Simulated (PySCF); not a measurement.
# CH₁₀NSi₃ radical: geometry, EPR parameters

Wanted: the EPR parameters of CH₁₀NSi₃ radical (`[NH][SiH2][SiH2]C[SiH3]`), by calculation.

Programs: PySCF 2.14.0, with density-fitted response routines of our own. Each step states its level of theory. These are calculated values for one molecule in the gas phase, unless marked as measured. Atoms count from 0, in the outputs and in this text.

### 1 Starting geometry

15 atoms, charge 0, multiplicity 2; geometry from: GFN2-xTB.

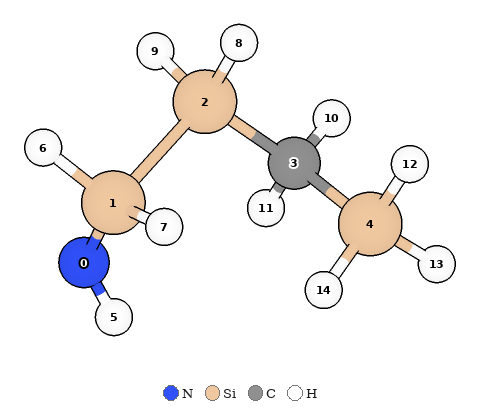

As it starts; nitrogen blue, silicon light orange, carbon grey, hydrogen white, atoms numbered.

### 2 Relaxing the molecule at PBE0-D3(BJ)/def2-SVP

The job: settings as JSON, then the geometry in Å.

```
{"job": {"xc": "PBE0", "basis": "def2-SVP", "d3": "d3bj", "grid": 1, "kind": "geom"}, "charge": 0, "multiplicity": 2}
N      2.472430     0.442250    -0.982450
Si     1.754410     1.236530     0.257430
Si     0.448820    -0.536670     1.227980
C     -0.731700    -1.196160    -0.100440
Si    -2.045370     0.017270    -0.754070
H      2.103020     0.421260    -1.920190
H      2.713710     1.510200     1.328030
H      0.789930     2.350910     0.197420
H     -0.300190     0.017230     2.362750
H      1.330860    -1.584260     1.744320
H     -1.245100    -2.069520     0.304120
H     -0.137950    -1.553750    -0.942090
H     -2.866840     0.487900     0.364380
H     -2.896570    -0.680900    -1.722040
H     -1.398300     1.153690    -1.408980
```

Run with:

```
OMP_NUM_THREADS=1 python probes_run.py task.json out
```

This one command runs all jobs of the session in turn.

**Question.** This job is followed by: UKS B3LYP, IGLO-III on C N Si, pcH-1 on H, non-relativistic, mean-field spin-orbit, GIAO. What will the session give for the following? point group; rotational constants (main isotopes); g(iso) (B3LYP); ⟨S²⟩; largest a(iso) (averaged by class); surface potential, least and greatest.

The runs gave:

```
                             quantity                   value
                          point group                      C1
 rotational constants (main isotopes)    3.06, 1.39, 1.14 GHz
                       g(iso) (B3LYP)                 2.00532
                                 ⟨S²⟩      0.756 (exact 0.75)
   largest a(iso) (averaged by class)  29Si on Si2, -84.2 MHz
surface potential, least and greatest      -1.46 V and 1.37 V
```

**Reading.** Relaxing lowered the energy by 0.307 eV in 11 steps; the close pair that moved most is N0–Si1, from 1.638 to 1.749 Å. No frequency check was run at this level, so the end point may be a saddle. Most of the unpaired spin sits on N0 (0.92 e). The isotropic g lies 3.0 ppt above the free-electron value.
